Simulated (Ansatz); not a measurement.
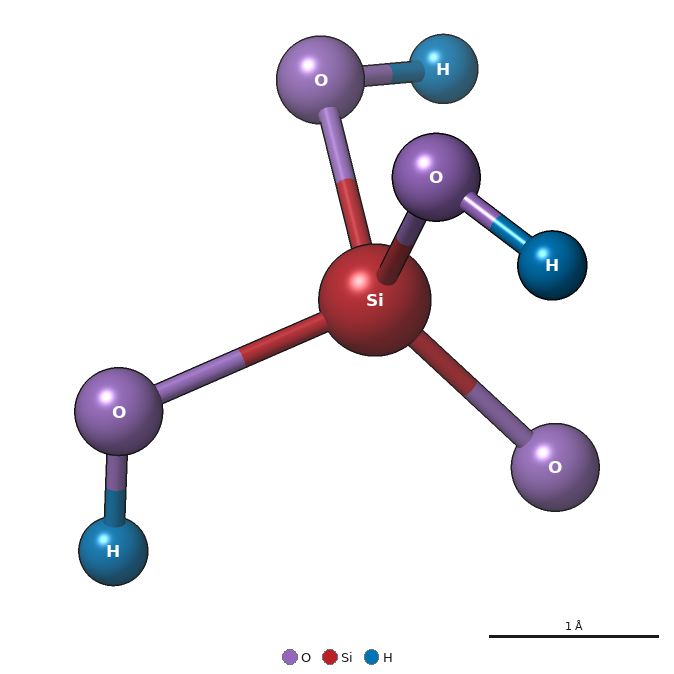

A ball-and-stick model of a molecule.

Charge −1, singlet. The computed structure is the end point of a PBE0-D4/def2-TZVPD optimisation.

Which formula does it have?

H3O4Si(-), 8 atoms: 3 hydrogen, 4 oxygen and 1 silicon.

Does it have rings?

It has no ring.

Count the bonded pairs by element.

4 O–Si, 3 O–H.

Name some functional groups or characteristic bonds that it holds.

Among them: Si–O bond.

What is its SMILES?

[O-][Si](O)(O)O

More results for the same structure follow; atom numbers are the same in all pictures, views and colours differ.

## Levels of theory compared

Program: Ansatz 0.2.0.

Tabulate HOMO energy (eV) at these levels: B3LYP-D4/def2-TZVPPD; B97M-V/def2-TZVPPD; BLYP-D4/def2-TZVPPD; HSE06-D4/def2-TZVPPD; PBE0-D4/def2-TZVPPD; SPW92 (LDA)/def2-TZVPPD; r2SCAN-D4/def2-TZVPPD; r2SCAN0-D4/def2-TZVPPD; r2SCANh-D4/def2-TZVPPD; ωB97M-V/def2-QZVPPD; ωB97X-V/def2-TZVPPD.

```json
{"level": "B3LYP-D4/def2-TZVPPD", "HOMO energy (eV)": "−1.73"}
{"level": "B97M-V/def2-TZVPPD", "HOMO energy (eV)": "−0.78"}
{"level": "BLYP-D4/def2-TZVPPD", "HOMO energy (eV)": "−0.41"}
{"level": "HSE06-D4/def2-TZVPPD", "HOMO energy (eV)": "−1.54"}
{"level": "PBE0-D4/def2-TZVPPD", "HOMO energy (eV)": "−1.96"}
{"level": "SPW92 (LDA)/def2-TZVPPD", "HOMO energy (eV)": "−0.74"}
{"level": "r2SCAN-D4/def2-TZVPPD", "HOMO energy (eV)": "−0.72"}
{"level": "r2SCAN0-D4/def2-TZVPPD", "HOMO energy (eV)": "−2.16"}
{"level": "r2SCANh-D4/def2-TZVPPD", "HOMO energy (eV)": "−1.29"}
{"level": "ωB97M-V/def2-QZVPPD", "HOMO energy (eV)": "−4.44"}
{"level": "ωB97X-V/def2-TZVPPD", "HOMO energy (eV)": "−4.47"}
```

## Vibrations

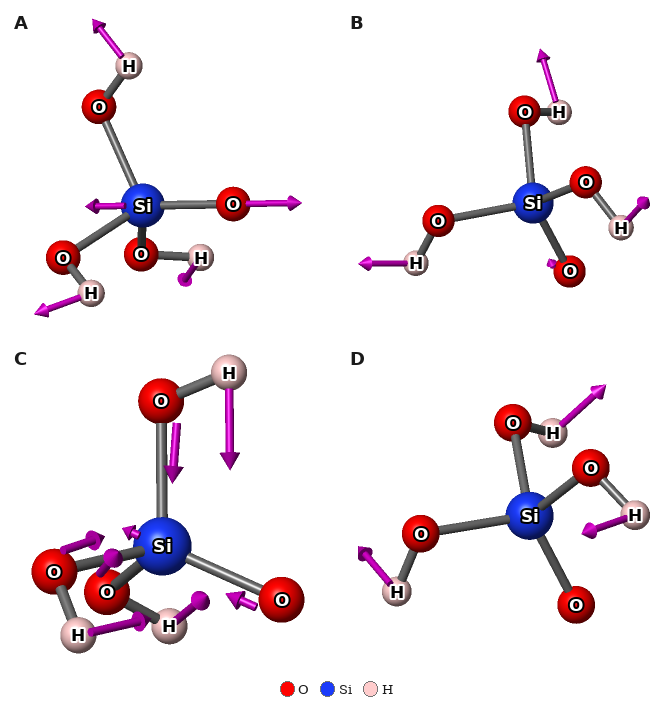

4 normal modes of one molecule or complex, as arrows. Harmonic vibrations computed with RKS PBE0-D4/def2-TZVPD (Ansatz 0.2.0) at a stationary point of the same level.

Match the panels to the wavenumbers 152 cm⁻¹, 724 cm⁻¹, 930 cm⁻¹, 1139 cm⁻¹.

A: 1139 cm⁻¹
B: 930 cm⁻¹, H–O–Si bending
C: 724 cm⁻¹, in-phase stretching of 3 O–Si bonds
D: 152 cm⁻¹, a torsion or out-of-plane motion in which bond lengths and bond angles hardly change

## Thermal motion

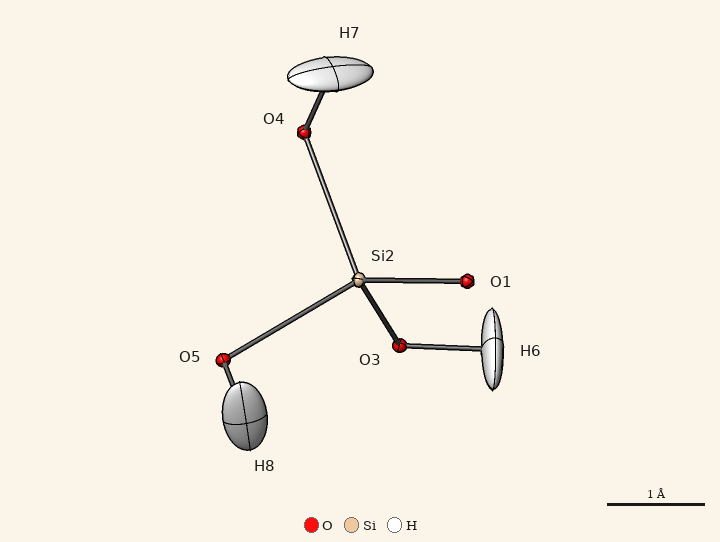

Displacement ellipsoids at the 50 % level, from the internal vibrations of the free molecule (harmonic, no overall translation or rotation; no half-axis is drawn under 0.075 Å). Vibrations computed with RKS PBE0-D4/def2-TZVPD (Ansatz 0.2.0). Temperature: 0 K (zero-point motion alone).

Which atom has the largest mean-square displacement?

H6, H7, H8, with U_eq = 0.0408 Å².

Does H6 move more along its bond or across it?

Across it: the root-mean-square amplitude is 0.076 Å along the bond and up to 0.308 Å across, since bending and torsion are softer than stretching.

List U_eq and the three principal root-mean-square amplitudes for each kind of atom.

```json
{"atom": "O1", "U_eq (Å²)": "0.0017", "rms amplitudes (Å)": "0.034, 0.044, 0.044"}
{"atom": "Si2", "U_eq (Å²)": "0.00068", "rms amplitudes (Å)": "0.026, 0.026, 0.026"}
{"atom": "O3, O4, O5", "U_eq (Å²)": "0.0017", "rms amplitudes (Å)": "0.037, 0.041, 0.047"}
{"atom": "H6, H7, H8", "U_eq (Å²)": "0.0408", "rms amplitudes (Å)": "0.073, 0.148, 0.308"}
```
